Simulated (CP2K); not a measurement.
# GFN2-xTB run of Si2H3ClF (SMILES F[SiH][SiH2]Cl)

Aim: the energy change on altering one bond length of Si2H3ClF at GFN2-xTB, from 2 runs. 

The results are computed with CP2K 2026.2.

2 further runs of the same task are left out: 2 set aside as unsound or not needed.

### 1 The structure to begin with

Si2H3ClF has 7 atoms, charge 0, and is taken as a doublet. SMILES: `F[SiH][SiH2]Cl`. The coordinates come from a PBE0-D4/def2-TZVP relaxation. This is one conformer, not always the lowest.

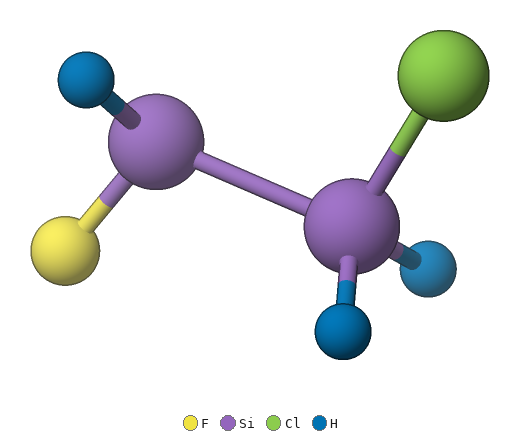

Viewed from a chosen angle; fluorine yellow, silicon purple, chlorine green, hydrogen blue.

### 2 Energy and forces at GFN2-xTB

Contents of molecule.xyz:

```xyz
7

F     -0.711100    -1.904300     1.447600
Si    -0.864900    -1.133800     0.042900
Si     0.757100     0.544300    -0.177200
Cl     0.253100     1.504900    -1.930300
H     -2.255700    -0.597500    -0.021700
H      0.767100     1.548800     0.918100
H      2.115800    -0.030600    -0.325200
```

Contents of job.py:

```python
import numpy as np
from ase.io import read
from ase.calculators.cp2k import CP2K

atoms = read("molecule.xyz")
atoms.set_cell([20.4, 19.5, 19.4])
atoms.center()
cp2k_input = """
&FORCE_EVAL
  METHOD QS
  &DFT
    MULTIPLICITY 2
    SPIN_POLARIZED T
    &QS
      METHOD XTB
      EPS_DEFAULT 1.0E-10
      &XTB
        GFN_TYPE TBLITE
        &TBLITE
          METHOD GFN2
        &END TBLITE
        CHECK_ATOMIC_CHARGES F
      &END XTB
    &END QS
    &POISSON
      PERIODIC NONE
      POISSON_SOLVER ANALYTIC
    &END POISSON
    &SCF
      SCF_GUESS ATOMIC
      EPS_SCF 1.0E-07
      MAX_SCF 150
      ADDED_MOS 4
      &DIAGONALIZATION
        ALGORITHM STANDARD
      &END DIAGONALIZATION
      &MIXING
        METHOD DIRECT_P_MIXING
        ALPHA 0.4
      &END MIXING
      &SMEAR ON
        METHOD FERMI_DIRAC
        ELECTRONIC_TEMPERATURE [K] 300
      &END SMEAR
    &END SCF
    &PRINT
      &MOMENTS
        PERIODIC F
        REFERENCE COM
        MAX_MOMENT 1
      &END MOMENTS
      &MO ON
        ENERGIES T
        OCCUPATION_NUMBERS T
        NDIGITS 6
        &EACH
          QS_SCF 0
        &END EACH
        ADD_LAST NUMERIC
      &END MO
      &HIRSHFELD OFF
      &END HIRSHFELD
    &END PRINT
  &END DFT
  &SUBSYS
  &END SUBSYS
&END FORCE_EVAL
"""
calc = CP2K(command="cp2k.psmp -s", label="gas", inp=cp2k_input, basis_set=None, basis_set_file=None, potential_file=None, pseudo_potential=None, xc=None, cutoff=None, max_scf=None, charge=None, uks=False,
            force_eval_method=None, print_level="LOW", poisson_solver=None, stress_tensor=False)
atoms.calc = calc
e = atoms.get_potential_energy()
f = atoms.get_forces()
print(f"energy = {e:.6f} eV")
print("forces (eV/angstrom):")
for s, v in zip(atoms.get_chemical_symbols(), f):
    print(f"{s:2s} {v[0]:10.5f} {v[1]:10.5f} {v[2]:10.5f}")
```

On the command line:

```console
$ OMP_NUM_THREADS=1 python job.py
```

Standard output:

```text
energy = -389.796006 eV
forces (eV/angstrom):
F    -0.07697   -0.12237    0.46464
Si    0.10986    1.05986   -0.86915
Si   -0.36242   -0.49522    0.15531
Cl    0.17370   -0.15480    0.40745
H     0.33266   -0.40545    0.22786
H     0.12753   -0.12888   -0.38554
H    -0.30437    0.24685   -0.00058
```

gas.out:

```text
CP2K| version string:                                       CP2K version 2026.2
 CP2K| Input file name                                                   gas.inp

[... 19 lines left out ...]
 *** WARNING in qs_kind_types.F:2330 :: Information provided in the input ***
[... 73 lines left out ...]
  Step     Update method      Time    Convergence         Total energy    Change
[... 25 lines left out ...]
  Repulsive potential energy:                                   0.04468069799165
[... 2 lines left out ...]
  Non-self consistent dispersion energy:                        0.00000299977200
[... 4 lines left out ...]
  Total energy:                                               -14.32474027202855
[... 3 lines left out ...]
 TB_DIPOLE| Ref. Point [Bohr]      19.29212580      18.78643853      18.05264564
[... 2 lines left out ...]
 TB_DIPOLE| Derivative [a.u.]       0.00000000       0.00000000       0.00000000
[... 49 lines left out ...]
 -------------------------------------------------------------------------------
```

It took 1.3 s on 1 thread of Arm Neoverse N1, shared host; peak memory 0.14 GiB.

### 3 The distorted shape

Contents of molecule.xyz:

```xyz
7

F     -0.713100    -2.105170     1.228573
Si    -0.866900    -1.334670    -0.176127
Si     0.755100     0.343430    -0.396227
Cl     0.251100     1.304030    -2.149327
H     -2.257700    -0.798370    -0.240727
H      0.767100     1.548800     0.918100
H      2.113800    -0.231470    -0.544227
```

Contents of calc.py:

```python
import numpy as np
from ase.io import read
from ase.calculators.cp2k import CP2K

atoms = read("molecule.xyz")
atoms.set_cell([20.4, 19.7, 19.4])
atoms.center()
cp2k_input = """
&FORCE_EVAL
 METHOD QS
 &DFT
  MULTIPLICITY 2
  UNRESTRICTED_KOHN_SHAM T
  ! Quickstep
  &QS
   METHOD XTB
   EPS_DEFAULT 1.0E-10
   &XTB
    GFN_TYPE TBLITE
    &TBLITE
     METHOD GFN2
    &END TBLITE
    CHECK_ATOMIC_CHARGES F
   &END XTB
  &END QS
  ! no periodic images
  &POISSON
   PERIODIC NONE
   POISSON_SOLVER ANALYTIC
  &END POISSON
  &SCF
   SCF_GUESS ATOMIC
   EPS_SCF 1.0E-07
   MAX_SCF 150
   ADDED_MOS 4
   &DIAGONALIZATION
    ALGORITHM STANDARD
   &END DIAGONALIZATION
   &MIXING
    METHOD DIRECT_P_MIXING
    ALPHA 0.4
   &END MIXING
   &SMEAR ON
    METHOD FERMI_DIRAC
    ELECTRONIC_TEMPERATURE [K] 300
   &END SMEAR
  &END SCF
  &PRINT
   &MOMENTS
    PERIODIC F
    REFERENCE COM
    MAX_MOMENT 1
   &END MOMENTS
   &MO ON
    ENERGIES T
    OCCUPATION_NUMBERS T
    NDIGITS 6
    &EACH
     QS_SCF 0
    &END EACH
    ADD_LAST NUMERIC
   &END MO
   &HIRSHFELD OFF
   &END HIRSHFELD
  &END PRINT
 &END DFT
 ! structure
 &SUBSYS
 &END SUBSYS
&END FORCE_EVAL
"""
calc = CP2K(command="cp2k.psmp -s", label="mol", inp=cp2k_input, basis_set=None, basis_set_file=None, potential_file=None, pseudo_potential=None, xc=None, cutoff=None, max_scf=None, charge=None, uks=False,
            force_eval_method=None, print_level="LOW", poisson_solver=None, stress_tensor=False)
atoms.calc = calc
print("E / eV:", round(atoms.get_potential_energy(), 6))
forces = atoms.get_forces()
print(np.array2string(forces, precision=5, suppress_small=True))
print("largest force / (eV/A): %.4f" % np.linalg.norm(forces, axis=1).max())
```

On the command line:

```console
$ OMP_NUM_THREADS=1 python calc.py
```

Standard output:

```text
E / eV: -389.356515
[[-0.08069 -0.12033  0.41122]
 [ 0.18027  1.19412 -0.77635]
 [-0.46802  0.35862  1.13412]
 [ 0.20513 -0.15536  0.47678]
 [ 0.3326  -0.43016  0.21114]
 [ 0.14673 -1.19365 -1.51536]
 [-0.31602  0.34675  0.05845]]
largest force / (eV/A): 1.9346
```

mol.out:

```text
CP2K| version string:                                       CP2K version 2026.2
 CP2K| Input file name                                                   mol.inp

[... 19 lines left out ...]
 *** WARNING in qs_kind_types.F:2330 :: Information provided in the input ***
[... 73 lines left out ...]
  Step     Update method      Time    Convergence         Total energy    Change
[... 26 lines left out ...]
  Repulsive potential energy:                                   0.03761007751024
[... 2 lines left out ...]
  Non-self consistent dispersion energy:                        0.00000402771230
[... 4 lines left out ...]
  Total energy:                                               -14.30858925612120
[... 3 lines left out ...]
 TB_DIPOLE| Ref. Point [Bohr]      19.29215932      18.78898312      18.05631657
[... 2 lines left out ...]
 TB_DIPOLE| Derivative [a.u.]       0.00000000       0.00000000       0.00000000
[... 49 lines left out ...]
 -------------------------------------------------------------------------------
```

It took 1.3 s on 1 thread of Arm Neoverse N1, shared host; peak memory 0.14 GiB.

### 4 Outcome

Level: GFN2-xTB.

```
                                                          quantity         value
                                         first shape: total energy  -14.32474 Eh
            first shape: dipole moment (from atomic charges alone)        1.51 D
                   first shape: HOMO energy (highest over α and β)      -8.59 eV
                    first shape: LUMO energy (lowest over α and β)      -8.09 eV
                                     distorted shape: total energy  -14.30859 Eh
        distorted shape: dipole moment (from atomic charges alone)        1.68 D
               distorted shape: HOMO energy (highest over α and β)      -8.69 eV
                distorted shape: LUMO energy (lowest over α and β)      -8.20 eV
energy change with the Si3–H6 bond stretched from 1.486 to 1.783 Å      0.439 eV
```

What this shows: With the Si3–H6 bond stretched from 1.486 to 1.783 Å the energy rises by 0.44 eV (42.4 kJ/mol). The first shape isn't relaxed at this level, so the change isn't measured from a minimum. The dipole (first shape) comes from point charges on the atoms alone, without atomic dipoles, so it is partial. The dipole (distorted shape) comes from point charges on the atoms alone, without atomic dipoles, so it is partial.
